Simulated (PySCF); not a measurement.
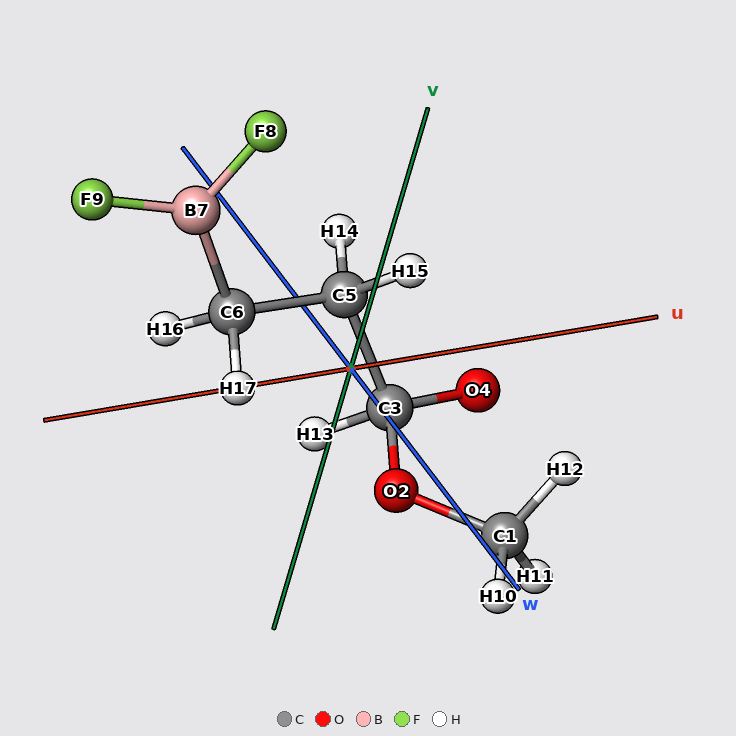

The lines u, v and w are the principal axes of the g tensor. State: neutral, doublet. Computed geometry: GFN2-xTB optimisation. No frequency run is at hand to confirm it as a minimum. Properties computed with UKS B3LYP, pcH-1 on B C F H O, non-relativistic, mean-field spin-orbit, GIAO (PySCF 2.14.0).

**Along which axis does g lie farthest from the free-electron value?**

Along u (nearly parallel to the C5–C6 bond): the shift is 18462 ppm.

Give the principal values and shifts.

```
axis        g  shift (ppm)
   u  2.02078        18462
   v  2.00208         −240
   w  2.00821         5887
```

The geometry is semi-empirical. Around B such bond lengths and angles can be off by a tenth of an ångström or more and by several degrees, and values that hang on the shape move with them.
